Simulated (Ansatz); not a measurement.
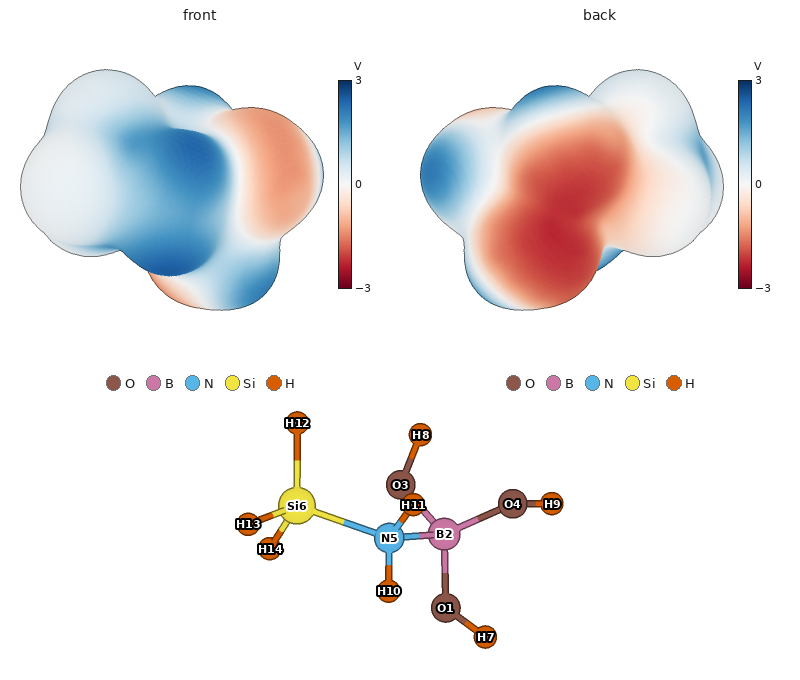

Figure. BH₈NO₃Si. The electrostatic potential painted on the density surface at 0.002 e/bohr³, seen from the front and from behind; red is negative and blue positive. The bare structure is drawn below in the same view.

Geometry: PBE0-D4/def2-TZVP.

Level of theory: RKS PBE0-D4/def2-TZVPP (Ansatz 0.2.0).

The calculation's input:

```
crystal:
  periodic: [false, false, false]
  atoms:
    - {symbol: O, position_ang: [-1.681442, 0.281479, -1.055402]}
    - {symbol: B, position_ang: [-0.941239, 0.235628, 0.155284]}
    - {symbol: O, position_ang: [-0.816094, -1.129013, 0.611933]}
    - {symbol: O, position_ang: [-1.223507, 1.222627, 1.161273]}
    - {symbol: N, position_ang: [0.681714, 0.620772, -0.239512]}
    - {symbol: Si, position_ang: [1.559814, -0.947516, -0.392034]}
    - {symbol: H, position_ang: [-1.993767, 1.169689, -1.231080]}
    - {symbol: H, position_ang: [-0.786462, -1.153382, 1.569286]}
    - {symbol: H, position_ang: [-2.148009, 1.200718, 1.413503]}
    - {symbol: H, position_ang: [0.710216, 1.168844, -1.093290]}
    - {symbol: H, position_ang: [1.052467, 1.204270, 0.505868]}
    - {symbol: H, position_ang: [1.838981, -1.493392, 0.950480]}
    - {symbol: H, position_ang: [2.875894, -0.576233, -0.993326]}
    - {symbol: H, position_ang: [0.858434, -1.833693, -1.334083]}
basis:
  gaussian: {orbitals: def2-TZVPP}
hamiltonian: {xc: pbe0, dispersion: d4}
output: {orbitals: {seedname: orbitals}}
```

Launched as:

```sh
ansatz run in.yaml --threads 4 --pin off --events-out ev --progress --plain --max-ram 11315MiB
```

### Where is the surface potential most negative and most positive?

The most negative region (about −2.2 V) lies over O1 and O3, the most positive (about +2.4 V) over H10 and H11.
